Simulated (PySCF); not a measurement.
**F4Si, SMILES `F[Si](F)(F)F`: what the electrons do**

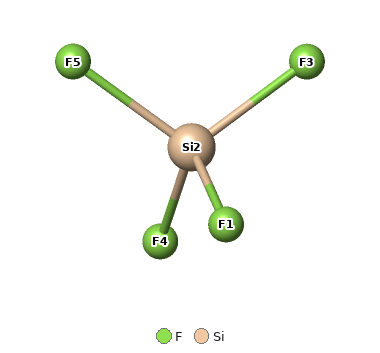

The molecule, with its atoms numbered as below. No frequency check shows the geometry to be a minimum.

Geometry (Å), atoms numbered from 1:

```
F1       0.9049   -0.9373    0.8687
Si2      0.0000   -0.0002    0.0001
F3       0.9049    0.9374   -0.8688
F4      -0.9049   -0.8694   -0.9365
F5      -0.9049    0.8696    0.9365
```

Part 1: Bonding charge

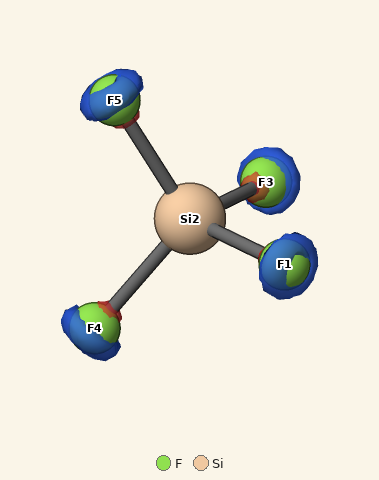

Deformation density (molecule less spherical, spin-averaged free atoms at the same positions), surfaces at ±0.3 e/Å³; blue: gain, red: loss.

Computed with PySCF, ωB97X/def2-SVPD, geometry: GFN2-xTB.

Q: Describe the bonding that the map shows.

A: F1–Si2, Si2–F4, Si2–F5 and Si2–F3: +0.02 e/Å³ at the bond critical point (bond length 1.57 Å); up to 0.6 Å beside the axis the gain reaches +0.29 e/Å³. In all, 1.2 electrons gather in the regions of gain relative to the promolecule. A small or negative value marks a very polar bond, one between electron-rich atoms, whose free-atom densities already overlap strongly, a long bond to a heavier atom, or a closed-shell contact such as a hydrogen bond.

Q: Where do the Hirshfeld charges lie?

A: The highest Hirshfeld charge is on Si2 (+0.69 e), the lowest on F1, F3, F4 and F5 (−0.17 e).

| atom | charge (e) |
| --- | --- |
| F1 | −0.17 |
| Si2 | +0.69 |
| F3 | −0.17 |
| F4 | −0.17 |
| F5 | −0.17 |

Part 2: Bond critical points

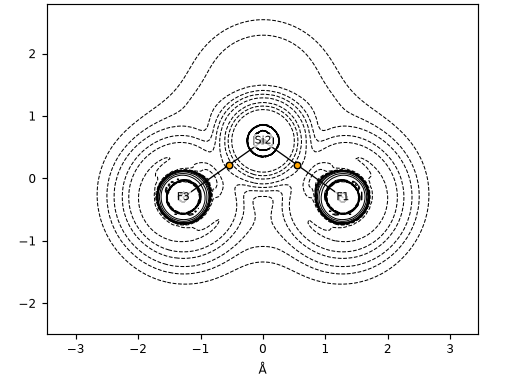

Negative Laplacian of the density (−∇²ρ) in the plane of F1, Si2 and F3 (solid lines positive, dashed lines negative, contours at ±0.02 to ±8 a.u.), with bond paths and bond critical points (dots).

Q: Sort the bonds in the plane by the sign of ∇²ρ at their critical points.

A: At none is it concentrated. Depleted (∇²ρ > 0): F1–Si2 and Si2–F3 (+1.32 a.u., H = −0.001).

Q: Where along F1–Si2 does the critical point lie?

A: 0.90 Å from F1 and 0.66 Å from Si2.

Part 3: Electrostatic potential

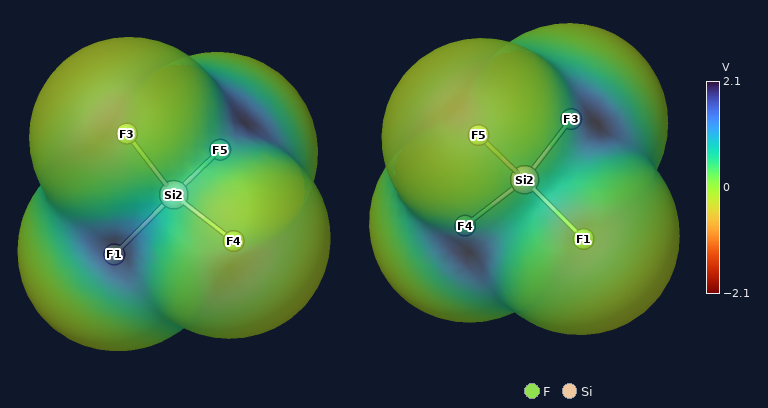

Electrostatic potential on the surface of electron density 0.001 a.u. (back view left, front view right).

Q: Where are the extremes of the potential on the surface?

A: Highest: 2.02 V, off the Si2–F3 bond (1.9 to 2.0 Å from its atoms). Lowest: −0.31 V, 1.6 Å from F3, and at like points elsewhere. The surface is sampled at points, so like sites can differ by a few per cent and only the strongest of them is named.

Q: What volume does the surface enclose, and what is the dipole moment?

A: About 72 Å³; the dipole moment is 0.0 D.

Part 4: Localised orbitals

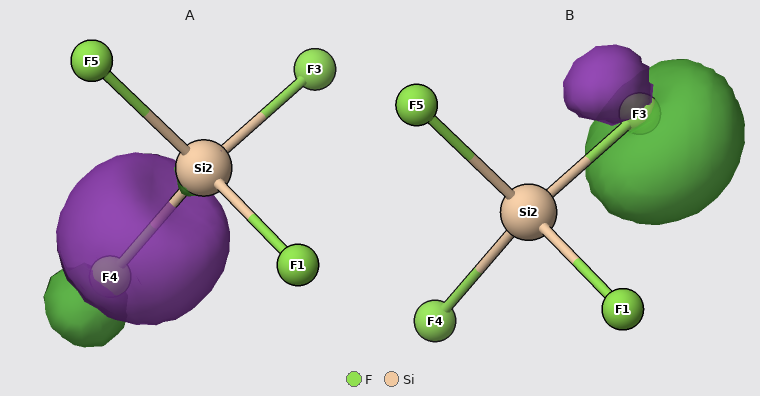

Foster–Boys orbitals, occupied; each surface holds about 80 % of the orbital's density. Energies are diagonal elements of the Fock matrix.

Level of theory: BLYP/6-31+G* (PySCF), at a geometry from GFN2-xTB.

Q: Identify each orbital.

A: By panel:
- A: pair mostly on F4, shared in part with Si2 (F4 83 %, Si2 17 %; −19.9 eV)
- B: lone pair on F3 (sp2.7-type) (F3 96 %, Si2 3 %; −15.8 eV)

Q: How do all the valence pairs divide up?

A: 16 pairs: 12 lone pairs and 4 strongly polarised pairs.

Part 5: Stretching a bond

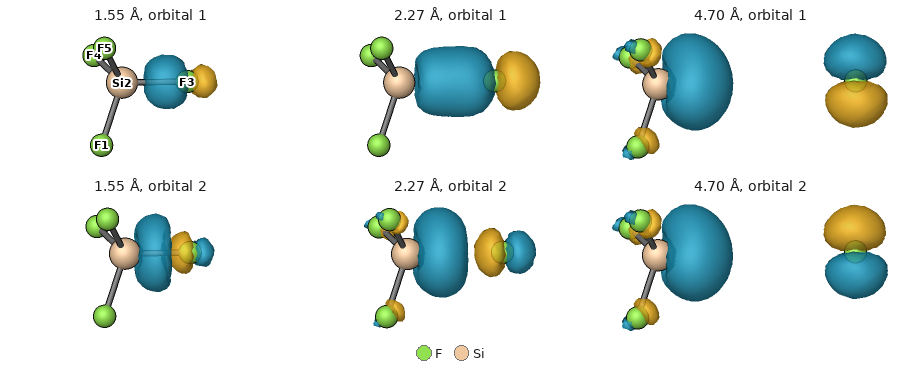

Rigid stretch of the Si2–F3 bond. The two CASSCF(2,2) natural orbitals nearest half filling (orbital 1 the more occupied).

Method: 6-31+G* basis; geometry: GFN2-xTB; program: PySCF.

Q: How do the occupations change along the stretch?

A: 1.55 Å: 1.99 and 0.01; 2.27 Å: 1.91 and 0.09; 4.70 Å: 1.00 and 1.00. At the longest distance computed (4.70 Å) they are 1.00 and 1.00, and the effective number of unpaired electrons is 2.0.

Q: Where does the UHF solution part from RHF?

A: Between 2.27 Å (⟨S²⟩ = 0, the two coincide) and 2.60 Å (⟨S²⟩ = 0.74); at 4.70 Å ⟨S²⟩ is 1.00 and UHF lies 5.3 eV below RHF.
